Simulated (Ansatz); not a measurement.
**ClH₃OSi + HF: a complex and its separated parts**

Aim: how far the complex at one end of a reaction step lies below its separated, relaxed parts, level by level.

Method: PBE0-D4/def2-TZVP structures, single points in def2-TZVPP, no counterpoise correction; program: Ansatz 0.2.0, Gaussian basis.

Levels: SPW92, PBE-D4, BLYP-D4, r2SCAN-D4, B97M-V, PBE0-D4, B3LYP-D4, r2SCAN0-D4, BHLYP-D4, CAM-B3LYP-D4, wB97X-V, wB97M-V, B2PLYP, PBE-QIDH, RPA on PBE, Hartree-Fock, MP2, CCSD, CCSD(T).

Cores are frozen in the correlated methods. B3LYP uses VWN-RPA correlation. B2PLYP carries no dispersion term here.

94 further runs of the same task are left out: 94 set aside as unsound or not needed. Runs told in other sessions of the task aren't counted.

## (1) The system as given

The complex: 8 atoms, charge 0, spin multiplicity 1.

Atoms are counted from 1 here; the program's logs count them from 0.

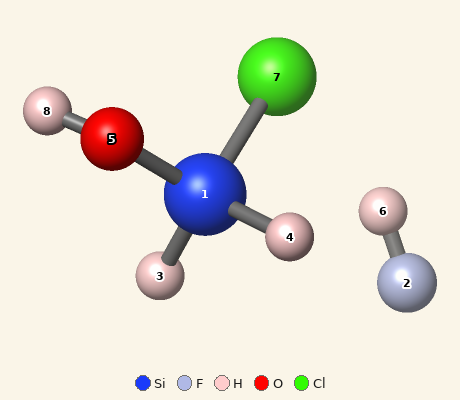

Start geometry, drawn with silicon blue, fluorine light blue, hydrogen pink, oxygen red, chlorine green; atoms are numbered from 1 in the order of the file.

As a file:

```csv
atom,x (Å),y (Å),z (Å)
Si1,-0.59331,0.13815,0.02533
F2,2.08959,-1.94484,0.33038
H3,-0.49750,-0.70666,-1.18300
H4,-0.83650,-0.60852,1.26914
O5,-1.76421,1.26552,-0.08752
H6,2.14509,-1.01778,0.31742
Cl7,1.26590,1.05810,0.19923
H8,-1.80897,1.81593,-0.87099
```

Its parts: ClH₃OSi holds atoms 1, 3, 4, 5, 7, 8; HF holds atoms 2, 6. Each part counts its atoms afresh in its own runs.

## (2) Relaxing ClH₃OSi alone

File relax-a/in.yaml:

```yaml
crystal:
  periodic: [false, false, false]
  atoms:
    - {symbol: Si, position_ang: [-0.593306, 0.138153, 0.025335]}
    - {symbol: H, position_ang: [-0.497496, -0.706660, -1.183000]}
    - {symbol: H, position_ang: [-0.836500, -0.608521, 1.269137]}
    - {symbol: O, position_ang: [-1.764212, 1.265523, -0.087517]}
    - {symbol: Cl, position_ang: [1.265896, 1.058102, 0.199229]}
    - {symbol: H, position_ang: [-1.808967, 1.815927, -0.870991]}
basis:
  gaussian: {orbitals: def2-TZVP}
hamiltonian: {xc: pbe0, dispersion: d4}
relax: {f_tol: 0.005, max_steps: 200}
```

The run is started by

```
ansatz run in.yaml --threads 4 --pin off --events-out ev --progress --plain --max-ram 9574MiB
```

Log:

```text
Functional definition: PBE0
  name "PBE0"
  cite "Adamo & Barone, J. Chem. Phys. 110, 6158 (1999) doi:10.1063/1.478522"
  cite "Perdew, Burke & Ernzerhof, Phys. Rev. Lett. 77, 3865 (1996) doi:10.1103/PhysRevLett.77.3865"
  parent pbe
  parameter a = 0.25
  parameter kappa = 0.804
  parameter beta = 0.06672455060314922
  exchange = (1 - a)*pbe_x(kappa = kappa, mu = beta*pi^2/3) + a*exact_x
  correlation = pbe_c(beta = beta)
819 factors; their error is unknown
mean field evaluation 1: about -22486.5493 eV, gradient 5.1e1 eV
mean field evaluation 2: about -22478.6350 eV, gradient 8.3e1 eV
mean field evaluation 4: about -22490.6074 eV, gradient 2.1e0 eV
mean field evaluation 8: about -22490.6144 eV, gradient 9.8e-2 eV
mean field evaluation 16: about -22490.6896 eV, gradient 2.2e-5 eV
mean field -22490.68963470 eV, -826.5175993384 hartree, gradient 2.2e-5 eV, S^2 0.000000; 0 other end points of the search recorded, 0 dependent functions left out
the calculation of the forces begins
reference -22490.68966132 eV, -826.5176003167 hartree; 21, 21 occupied and 102, 102 virtual orbitals, 819 factors
relax step   1: F+E_penalty+E_count = -22490.77914384 eV  Δ(F+E_penalty+E_count) = +0.000e0 eV  max|allowed force component| = 5.408e-1 eV/Å  Δτ_max = 0.0000 Å  (25 SCF iters, accepted)
these checks for a lower state are left out or cut short: starts, cluster_reference, orbital_swaps, neighbouring_geometries, increment
819 factors; their error is unknown
mean field -22490.69870093 eV, -826.5179325162 hartree, gradient 8.1e-6 eV, S^2 0.000000; 0 other end points of the search recorded, 0 dependent functions left out
the calculation of the forces begins
reference -22490.69872751 eV, -826.5179334927 hartree; 21, 21 occupied and 102, 102 virtual orbitals, 819 factors
relax step   2: F+E_penalty+E_count = -22490.78813961 eV  Δ(F+E_penalty+E_count) = -8.996e-3 eV  max|allowed force component| = 1.348e-1 eV/Å  Δτ_max = 0.0230 Å  (29 SCF iters, accepted)
these checks for a lower state are left out or cut short: starts, cluster_reference, orbital_swaps, neighbouring_geometries, increment
819 factors; their error is unknown
mean field -22490.69937010 eV, -826.5179571075 hartree, gradient 8.1e-6 eV, S^2 0.000000; 0 other end points of the search recorded, 0 dependent functions left out
the calculation of the forces begins
reference -22490.69939664 eV, -826.5179580830 hartree; 21, 21 occupied and 102, 102 virtual orbitals, 819 factors
relax step   3: F+E_penalty+E_count = -22490.78892279 eV  Δ(F+E_penalty+E_count) = -7.832e-4 eV  max|allowed force component| = 4.432e-2 eV/Å  Δτ_max = 0.0113 Å  (30 SCF iters, accepted)
these checks for a lower state are left out or cut short: starts, cluster_reference, orbital_swaps, neighbouring_geometries, increment
819 factors; their error is unknown
mean field evaluation 32: about -22490.6253 eV, gradient 3.4e-1 eV
mean field -22490.69952706 eV, -826.5179628759 hartree, gradient 8.1e-6 eV, S^2 0.000000; 0 other end points of the search recorded, 0 dependent functions left out
the calculation of the forces begins
reference -22490.69955361 eV, -826.5179638515 hartree; 21, 21 occupied and 102, 102 virtual orbitals, 819 factors
relax step   4: F+E_penalty+E_count = -22490.78907087 eV  Δ(F+E_penalty+E_count) = -1.481e-4 eV  max|allowed force component| = 2.907e-2 eV/Å  Δτ_max = 0.0044 Å  (30 SCF iters, accepted)
these checks for a lower state are left out or cut short: starts, cluster_reference, orbital_swaps, neighbouring_geometries, increment
819 factors; their error is unknown
mean field -22490.69967917 eV, -826.5179684658 hartree, gradient 8.1e-6 eV, S^2 0.000000; 0 other end points of the search recorded, 0 dependent functions left out
the calculation of the forces begins
reference -22490.69970572 eV, -826.5179694414 hartree; 21, 21 occupied and 102, 102 virtual orbitals, 819 factors
relax step   5: F+E_penalty+E_count = -22490.78922230 eV  Δ(F+E_penalty+E_count) = -1.514e-4 eV  max|allowed force component| = 9.839e-3 eV/Å  Δτ_max = 0.0120 Å  (29 SCF iters, accepted)
these checks for a lower state are left out or cut short: starts, cluster_reference, orbital_swaps, neighbouring_geometries, increment
819 factors; their error is unknown
mean field -22490.69971552 eV, -826.5179698016 hartree, gradient 8.2e-6 eV, S^2 0.000000; 0 other end points of the search recorded, 0 dependent functions left out
the calculation of the forces begins
reference -22490.69974206 eV, -826.5179707769 hartree; 21, 21 occupied and 102, 102 virtual orbitals, 819 factors
relax step   6: F+E_penalty+E_count = -22490.78927554 eV  Δ(F+E_penalty+E_count) = -5.324e-5 eV  max|allowed force component| = 9.903e-3 eV/Å  Δτ_max = 0.0095 Å  (30 SCF iters, accepted)
these checks for a lower state are left out or cut short: starts, cluster_reference, orbital_swaps, neighbouring_geometries, increment
819 factors; their error is unknown
mean field -22490.69972690 eV, -826.5179702197 hartree, gradient 8.2e-6 eV, S^2 0.000000; 0 other end points of the search recorded, 0 dependent functions left out
the calculation of the forces begins
reference -22490.69975344 eV, -826.5179711951 hartree; 21, 21 occupied and 102, 102 virtual orbitals, 819 factors
relax step   7: F+E_penalty+E_count = -22490.78929006 eV  Δ(F+E_penalty+E_count) = -1.453e-5 eV  max|allowed force component| = 1.314e-3 eV/Å  Δτ_max = 0.0030 Å  (30 SCF iters, accepted)
819 factors; their error is unknown
mean field evaluation 64: about -22490.5472 eV, gradient 6.1e0 eV
mean field -22490.69972690 eV, -826.5179702197 hartree, gradient 4.3e-5 eV, S^2 0.000000; 1 other end points of the search recorded, 0 dependent functions left out
the calculation of the forces begins
reference -22490.69975344 eV, -826.5179711951 hartree; 21, 21 occupied and 102, 102 virtual orbitals, 819 factors
Total energy: -22490.78931661 eV, -826.5212625807 hartree
Atom 0 at    -0.580756     0.147173     0.024140 Å, force    -0.000254     0.000514     0.000498 eV/Å
Atom 1 at    -0.494909    -0.723805    -1.170478 Å, force    -0.000031    -0.000525     0.000097 eV/Å
Atom 2 at    -0.840822    -0.608376     1.262873 Å, force     0.000432    -0.001046     0.000224 eV/Å
Atom 3 at    -1.784777     1.242656    -0.101161 Å, force     0.000366     0.000846    -0.001314 eV/Å
Atom 4 at     1.251499     1.063884     0.186774 Å, force    -0.000420     0.000199    -0.000130 eV/Å
Atom 5 at    -1.784820     1.840993    -0.849955 Å, force    -0.000094     0.000013     0.000626 eV/Å
Dipole moment:    -0.156359     0.007204    -0.260614 e Å
```

Run time: 9.5 s. Hardware: 4 threads of Arm Neoverse V1, shared host.

The steps of the relaxation:

```csv
step,energy from step 1 (eV),largest force component (eV/Å)
1,0.0000,0.5408
2,-0.0090,0.1348
3,-0.0098,0.0443
4,-0.0099,0.0291
5,-0.0101,0.0098
6,-0.0101,0.0099
7,-0.0101,0.0013
```

Close pairs (by a distance rule), those that changed most:

```csv
bond,before (Å),after (Å),change (Å)
Si1–Cl5,2.082,2.055,-0.026
Si1–H2,1.477,1.481,+0.003
Si1–O4,1.629,1.633,+0.003
Si1–H3,1.471,1.474,+0.003
O4–H6,0.959,0.958,-0.000
```

## (3) Relaxing HF alone

File relax-b/in.yaml:

```yaml
crystal:
  periodic: [false, false, false]
  atoms:
    - {symbol: F, position_ang: [2.089591, -1.944841, 0.330384]}
    - {symbol: H, position_ang: [2.145093, -1.017782, 0.317424]}
basis:
  gaussian: {orbitals: def2-TZVP}
hamiltonian: {xc: pbe0, dispersion: d4}
relax: {f_tol: 0.005, max_steps: 200}
```

The run is started by

```
ansatz run in.yaml --threads 4 --pin off --events-out ev --progress --plain --max-ram 9574MiB
```

Log (excerpt; [...] marks lines left out):

```text
[... 5 set-up lines as earlier in the session ...]
[...]
200 factors; their error is unknown
[...]
mean field -2731.79941852 eV, -100.3917769504 hartree, gradient 6.9e-6 eV, S^2 0.000000; 0 other end points of the search recorded, 0 dependent functions left out
[...]
reference -2731.80170837 eV, -100.3918611008 hartree; 5, 5 occupied and 32, 32 virtual orbitals, 200 factors
Total energy: -2731.80322165 eV, -100.3919167128 hartree
Atom 0 at     2.089854    -1.940451     0.330323 Å, force    -0.000148    -0.002477     0.000035 eV/Å
Atom 1 at     2.144830    -1.022172     0.317485 Å, force     0.000148     0.002477    -0.000035 eV/Å
Dipole moment:     0.023951     0.400056    -0.005593 e Å
```

Wall time 0.45 s (4 threads of Arm Neoverse V1, shared host).

Step by step:

```csv
step,energy from step 1 (eV),largest force component (eV/Å)
1,0.0000,0.5140
2,-0.0022,0.1079
3,-0.0023,0.0025
```

The bond:

```csv
bond,before (Å),after (Å),change (Å)
F1–H2,0.929,0.920,-0.009
```

## (4) SPW92/def2-TZVPP

File parta/in.yaml:

```yaml
crystal:
  periodic: [false, false, false]
  atoms:
    - {symbol: Si, position_ang: [-0.580756, 0.147173, 0.024140]}
    - {symbol: H, position_ang: [-0.494909, -0.723805, -1.170478]}
    - {symbol: H, position_ang: [-0.840822, -0.608376, 1.262873]}
    - {symbol: O, position_ang: [-1.784777, 1.242656, -0.101161]}
    - {symbol: Cl, position_ang: [1.251499, 1.063884, 0.186774]}
    - {symbol: H, position_ang: [-1.784820, 1.840993, -0.849955]}
basis:
  gaussian: {orbitals: def2-TZVPP}
hamiltonian: {xc: lda}
```

File partb/in.yaml:

```yaml
crystal:
  periodic: [false, false, false]
  atoms:
    - {symbol: F, position_ang: [2.089854, -1.940451, 0.330323]}
    - {symbol: H, position_ang: [2.144830, -1.022172, 0.317485]}
basis:
  gaussian: {orbitals: def2-TZVPP}
hamiltonian: {xc: lda}
```

One command serves all of them, each in its own folder.

The run is started by

```
ansatz run in.yaml --threads 4 --pin off --events-out ev --progress --plain --max-ram 9574MiB
```

Log of parta (excerpt; [...] marks lines left out):

```text
Functional definition: SPW92
  name "SPW92"
  cite "Dirac, Proc. Camb. Phil. Soc. 26, 376 (1930) doi:10.1017/S0305004100016108"
  cite "Slater, Phys. Rev. 81, 385 (1951) doi:10.1103/PhysRev.81.385"
  cite "Perdew & Wang, Phys. Rev. B 45, 13244 (1992) doi:10.1103/PhysRevB.45.13244"
[...]
910 factors; their error is unknown
[...]
mean field -22413.13887200 eV, -823.6676613748 hartree, gradient 1.2e-5 eV, S^2 0.000000; 0 other end points of the search recorded, 0 dependent functions left out
reference -22413.13890477 eV, -823.6676625791 hartree; 21, 21 occupied and 136, 136 virtual orbitals, 910 factors
Total energy: -22413.13890477 eV, -823.6676625791 hartree
```

Log of partb (excerpt; [...] marks lines left out):

```text
[... 5 set-up lines as earlier in the session ...]
[...]
215 factors; their error is unknown
[...]
mean field -2716.76649010 eV, -99.8393270205 hartree, gradient 3.5e-5 eV, S^2 0.000000; 0 other end points of the search recorded, 0 dependent functions left out
reference -2716.76650118 eV, -99.8393274278 hartree; 5, 5 occupied and 40, 40 virtual orbitals, 215 factors
Total energy: -2716.76650118 eV, -99.8393274278 hartree
```

They took 0.6 s (parta), 0.1 s (partb) on 4 threads of Arm Neoverse V1, shared host.

## (5) PBE-D4/def2-TZVPP

The same edit goes into each in.yaml of step 4 (parta, partb):

```diff
-hamiltonian: {xc: lda}
+hamiltonian: {xc: pbe, dispersion: d4}
```

The same command starts each run, in its folder.

The run is started by

```
ansatz run in.yaml --threads 4 --pin off --events-out ev --progress --plain --max-ram 9574MiB
```

parta printed (excerpt; [...] marks lines left out):

```text
Functional definition: PBE
  name "PBE"
[... 2 set-up lines as earlier in the session ...]
[...]
910 factors; their error is unknown
[...]
mean field -22488.88620357 eV, -826.4513244665 hartree, gradient 1.3e-5 eV, S^2 0.000000; 0 other end points of the search recorded, 0 dependent functions left out
reference -22488.88623885 eV, -826.4513257631 hartree; 21, 21 occupied and 136, 136 virtual orbitals, 910 factors
Total energy: -22488.99345383 eV, -826.4552658410 hartree
```

Log of partb (excerpt; [...] marks lines left out):

```text
[... 4 set-up lines as earlier in the session ...]
[...]
215 factors; their error is unknown
[...]
mean field -2731.84356873 eV, -100.3933994406 hartree, gradient 4.8e-5 eV, S^2 0.000000; 0 other end points of the search recorded, 0 dependent functions left out
reference -2731.84358083 eV, -100.3933998855 hartree; 5, 5 occupied and 40, 40 virtual orbitals, 215 factors
Total energy: -2731.84547470 eV, -100.3934694840 hartree
```

Wall times: 0.9 s (parta), 0.15 s (partb) on 4 threads of Arm Neoverse V1, shared host.

## (6) BLYP-D4/def2-TZVPP

Each input of step 5 (parta, partb) changes in the same lines:

```diff
-hamiltonian: {xc: pbe, dispersion: d4}
+hamiltonian: {xc: {name: BLYP}, dispersion: d4}
```

Each run has its own folder and the same command.

The run is started by

```
ansatz run in.yaml --threads 4 --pin off --events-out ev --progress --plain --max-ram 9574MiB
```

parta printed (excerpt; [...] marks lines left out):

```text
Functional definition: BLYP
  name "BLYP"
  cite "Becke, Phys. Rev. A 38, 3098 (1988) doi:10.1103/PhysRevA.38.3098"
  cite "Lee, Yang & Parr, Phys. Rev. B 37, 785 (1988) doi:10.1103/PhysRevB.37.785"
[...]
910 factors; their error is unknown
[...]
mean field -22499.82574992 eV, -826.8533453799 hartree, gradient 9.8e-6 eV, S^2 0.000000; 0 other end points of the search recorded, 0 dependent functions left out
reference -22499.82605991 eV, -826.8533567717 hartree; 21, 21 occupied and 136, 136 virtual orbitals, 910 factors
Total energy: -22500.06526876 eV, -826.8621475350 hartree
```

Log of partb (excerpt; [...] marks lines left out):

```text
[... 4 set-up lines as earlier in the session ...]
[...]
215 factors; their error is unknown
[...]
mean field -2734.23791165 eV, -100.4813899199 hartree, gradient 3.9e-5 eV, S^2 0.000000; 0 other end points of the search recorded, 0 dependent functions left out
reference -2734.23803525 eV, -100.4813944623 hartree; 5, 5 occupied and 40, 40 virtual orbitals, 215 factors
Total energy: -2734.24261721 eV, -100.4815628463 hartree
```

Wall times: 0.91 s (parta), 0.15 s (partb) on 4 threads of Arm Neoverse V1, shared host.

[end of part 1 of 3]
